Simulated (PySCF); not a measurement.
# SnH4 (SMILES [SnH4]) at 6 levels

Wanted: a comparison of 6 runs (M06-2X/STO-6G, PBE0/STO-6G, SVWN5/STO-6G, r2SCAN/STO-6G, CCSDT(Q)/STO-6G, CCSDTQ/STO-6G) of SnH4. Input form: a Python script.

The results are computed with PySCF 2.14.0.

3 further runs of the same task are left out: 3 set aside as unsound or not needed.

## (1) The structure to begin with

The species is SnH4 (5 atoms), meant as a singlet with charge 0. SMILES: `[SnH4]`. Geometry: relaxed at PBE0-D4/def2-TZVP.

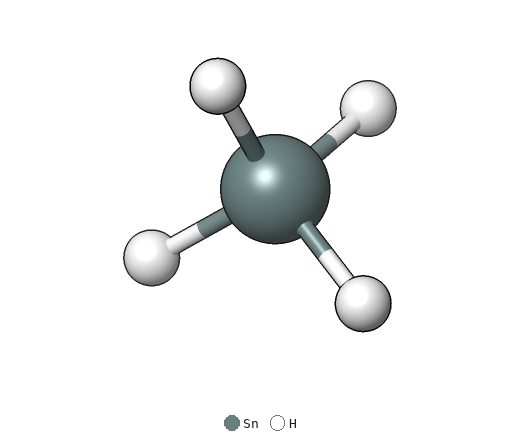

The structure, seen from a chosen angle (tin teal, hydrogen white).

## (2) The energy at M06-2X/STO-6G (run 1)

The input, job.py:

```python
# [SnH4]
from pyscf import gto, dft

molecule = gto.M(
    atom='''
Sn   0.000030   0.000010   0.000040
H    0.823920  -0.853480   1.222940
H   -1.563610   0.403420   0.543140
H   -0.116810  -0.974610  -1.392490
H    0.856470   1.424640  -0.373640
''',
    basis='sto-6g',
    max_memory=1860,
    charge=0,
    verbose=3,
)

ks = dft.RKS(molecule, xc='m06-2x')
ks.grids.level = 5
ks.conv_tol = 1e-10
ks.kernel()
if not ks.converged:
    ks = ks.newton().run(ks.mo_coeff, ks.mo_occ)

e_final = ks.e_tot
print('E(%s) = %.9f' % ('M06-2X', e_final))
```

Started as:

```bash
$ OMP_NUM_THREADS=1 python job.py
```

Output:

```text
converged SCF energy = -5999.1082644049
E(M06-2X) = -5999.108264405
```

Wall time 2.9 s (1 thread of AMD EPYC 9R45 (Zen 5), shared host); peak memory 0.26 GiB.

## (3) The energy at PBE0/STO-6G (run 2)

The input, input.py:

```python
from pyscf import gto, dft

system = gto.M(
    atom='''
Sn   0.000030   0.000010   0.000040
H    0.823920  -0.853480   1.222940
H   -1.563610   0.403420   0.543140
H   -0.116810  -0.974610  -1.392490
H    0.856470   1.424640  -0.373640
''',
    max_memory=1860,
    verbose=3,
    basis='sto-6g',
)

mf = dft.RKS(system)
mf.xc = 'pbe0'
mf.grids.level = 5
mf.conv_tol = 1e-10
mf.kernel()
if not mf.converged:
    mf = mf.newton().run(mf.mo_coeff, mf.mo_occ)

energy = mf.e_tot
print('E = %.10f Eh' % energy)
```

Started as:

```bash
$ OMP_NUM_THREADS=1 python input.py
```

Output:

```text
converged SCF energy = -5998.60733368116
E = -5998.6073336812 Eh
```

Wall time 2.4 s (1 thread of AMD EPYC 9R45 (Zen 5), shared host); peak memory 0.25 GiB.

Runs 3 to 5 aren't shown in full; the table further down has their settings and results.

## (4) A single-point energy at CCSDTQ/STO-6G (run 6)

The input, job.py:

```python
from pyscf import gto, cc

system = gto.M(
    atom='''
Sn     0.000030     0.000010     0.000040
H      0.823920    -0.853480     1.222940
H     -1.563610     0.403420     0.543140
H     -0.116810    -0.974610    -1.392490
H      0.856470     1.424640    -0.373640
''',
    verbose=3,
    basis='sto-6g',
    max_memory=1860,
)

hf = system.RHF()
hf.conv_tol = 1e-10
hf.kernel()
if not hf.converged:
    hf = hf.newton().run(hf.mo_coeff, hf.mo_occ)

mycc = cc.CCSDTQ(hf, frozen=18)
mycc.kernel()
e_tot = mycc.e_tot
print('E = %.10f Eh' % e_tot)
```

Started as:

```bash
$ OMP_NUM_THREADS=1 python job.py
```

Output:

```text
converged SCF energy = -5996.66905824011
_make_eris_incore_RCCSDTQ
RCCSDTQ converged
E(RCCSDTQ) = -5996.735521131488   E_corr = -0.06646289137380593
E_corr(same-spin) = -0.000835903787190651
E_corr(oppo-spin) = -0.0656269875866153
E = -5996.7355211315 Eh
```

It took 6.3 s on 1 thread of AMD EPYC 9R45 (Zen 5), shared host; peak memory 0.15 GiB.

## (5) Overview of the runs

```
run            level  integration grid  frozen core orbitals   energy (Eh)  dipole moment (D) of the reference  HOMO energy (eV)  LUMO energy (eV)  wall time
  1    M06-2X/STO-6G                 5                     –  -5999.108264                                0.00             -8.49              8.44      2.9 s
  2      PBE0/STO-6G                 5                     –  -5998.607334                                0.00             -7.22              7.73      2.4 s
  3     SVWN5/STO-6G                 5                     –  -5993.012383                                0.00             -5.74              6.49      1.9 s
  4    r2SCAN/STO-6G                 5                     –  -5999.092762                                0.00             -6.22              6.86        3 s
  5  CCSDT(Q)/STO-6G                 –                    18  -5996.735510                                0.00            -10.39             12.51        2 s
  6    CCSDTQ/STO-6G                 –                    18  -5996.735521                                0.00            -10.39             12.51      6.3 s
```

## (6) Summary of results

```
                                           quantity           value
                                run 6: total energy  -5996.73552 Eh
        run 6: dipole moment (Hartree–Fock density)          0.00 D
         run 6: HOMO energy (Hartree–Fock orbitals)       -10.39 eV
         run 6: LUMO energy (Hartree–Fock orbitals)        12.51 eV
       run 6: HOMO–LUMO gap (Hartree–Fock orbitals)        22.90 eV
run 6: correlation energy (18 core orbitals frozen)       -66.5 mEh
                               run 6: T1 diagnostic           0.004
```

Over runs 1, 2, 3, 4 the HOMO–LUMO gap runs from 12.23 eV (SVWN5/STO-6G) to 16.93 eV (M06-2X/STO-6G). Totals of different functionals can't be ranked against each other. In runs 1, 2, 3, 4, 5, 6 the basis is minimal, so the values are rough. In runs 1, 2, 3, 4, 5, 6 relativity is left out where basis or elements ask for it. All runs together took 18 s, the longest 6.3 s.
